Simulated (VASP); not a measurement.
Band structure of Mg (hcp). These are PW91 GGA, VASP's PBE PAW potentials (set 64) (plane waves; VASP) values and carry that method's errors.

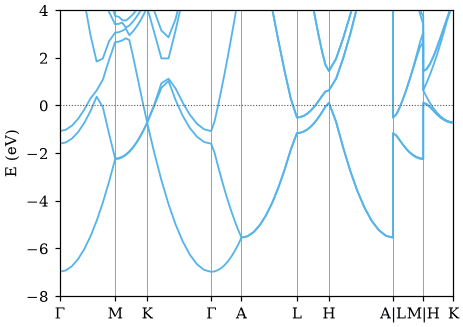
Fig. 1. Bands along high-symmetry lines, zero at the valence-band maximum or, without a gap, the Fermi level

### Question
Read the plot: is there a gap, and where are the band edges?

### Answer
It has no gap at this level: it comes out as a metal or semimetal. (Edges off the drawn lines would not show.)

The compound is Mg in the hcp structure. It was relaxed first.
